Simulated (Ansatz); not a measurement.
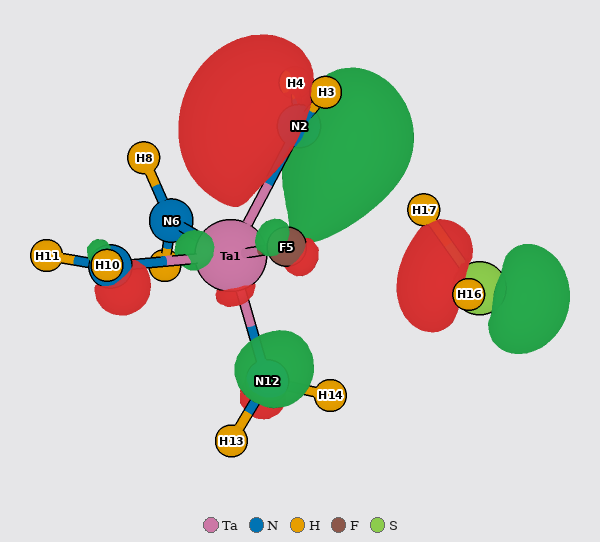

*FH8N4Ta···H2S. The HOMO at ±0.1 Å⁻³ᐟ² (green and red are the two phases), seen across its widest extent.*

Core potentials replace the inner electrons of Ta; not at a stationary point (largest force 1.1 eV/Å).

All numbers below come from RKS PBE/def2-SVP (Ansatz).

```xyz
17

Ta   -0.0548   -0.0211   -0.0657
N     2.0653    0.0613    0.0222
H     2.5399    0.3862    0.8708
H     2.7102    0.0486   -0.7727
F     0.1568    0.2426    1.8549
N     0.2551    0.0698   -2.0582
H    -0.2246   -0.5373   -2.7318
H     0.8956    0.6885   -2.5695
N    -1.1674    1.6268   -0.0319
H    -1.3414    2.1372    0.8416
H    -1.4010    2.2002   -0.8465
N    -1.2825   -1.5784   -0.1769
H    -2.3059   -1.5199   -0.1487
H    -0.9580   -2.5517   -0.1005
S     1.3644   -3.2835    0.9781
H     0.9966   -2.5974    2.0997
H     1.9720   -2.1495    0.4483
```

Question: Where does this orbital lie, and at what energy?

Answer: Its weight (Hirshfeld) is mainly on N2 (about 60 %), S15 (about 10 %) and Ta1 (about 10 %). Its energy is −5.27 eV.
